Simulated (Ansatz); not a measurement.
System (SMILES): [C-]#[NH+] (C-NH).
Atoms: C1, N2, H3. Bonds: C1-N2, N2-H3.

Basis-set convergence of the highest harmonic wavenumber at PBE0 with Ansatz (a program for electronic structure). Each level at its own minimum, finite differences of forces, unscaled; the reference is a large set that could be run, not a limit. Cartesian d functions, on some or all atoms, in 6-31G**; all else is spherical. The program fits the integrals of some runs and decomposes those of others, by size. No added dispersion term, no relativity. Reference: the value in def2-QZVPPD, 3833 cm⁻¹. Deviations are taken from unrounded values. Cost is core time over that of def2-SV(P), rough, on shared machines of one kind; a dash marks a row that isn't timed (too short, read off another run, short of memory, by another algorithm or on other hardware).

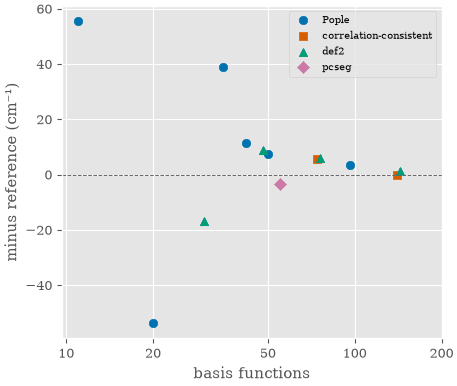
Figure. Deviation from the reference against the number of basis functions, by family of sets.

```tsv
basis	functions	highest harmonic wavenumber (cm⁻¹)	minus reference (cm⁻¹)	cost
STO-3G	11	3889	56	-
3-21G	20	3780	-54	-
def2-SV(P)	30	3817	-17	1×
6-31G**	35	3872	39	1×
6-311G**	42	3845	11	-
def2-SVPD	48	3842	9	1×
6-311+G**	50	3841	7	1×
aug-pcseg-1	55	3830	-4	0.6×
cc-pVTZ	74	3839	6	1×
def2-TZVPP	76	3840	6	0.8×
6-311++G(3df,3pd)	96	3837	4	2×
cc-pVQZ	140	3833	0	4×
def2-QZVPP	144	3835	1	5×
```
